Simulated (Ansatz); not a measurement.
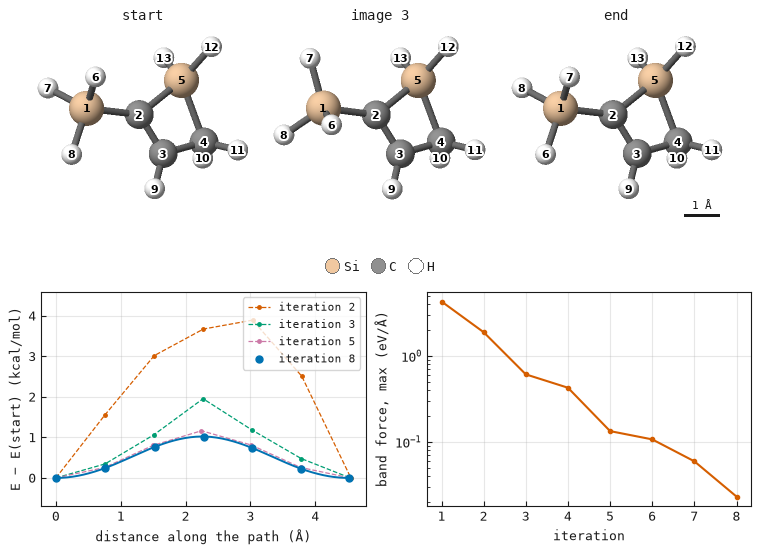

A search for the minimum-energy path of C3H8Si2 by the nudged elastic band. Images are numbered from 0 (start) to 6 (end). The plot follows the band through its iterations. A ball-and-stick model, seen at a tilt.

These are results of Ansatz 0.2.0, RKS PBE0-D4/def2-SVP, not measurements. Run with 5 movable images; climbing image; force threshold 0.05 eV/Å; iteration limit 60; starting path through a guess of the saddle point.

Question: Did the band converge, and can the barrier be trusted?

Answer: The result is final at these settings. The band converged in 8 iterations. The largest component of the band force went from 4.3 to 0.023 eV/Å. The climbing image converged on the top of the path. Its vibrational analysis gives one imaginary mode (100i cm⁻¹), as a transition state must have. The first iteration put the highest image at 23.35 kcal/mol. The two ends have the same energy, and the highest point, image 3, lies 1.02 kcal/mol above the start.

The run took 2.4 min on 2 threads of Arm Neoverse V1 (shared host), peak memory 0.28 GiB.
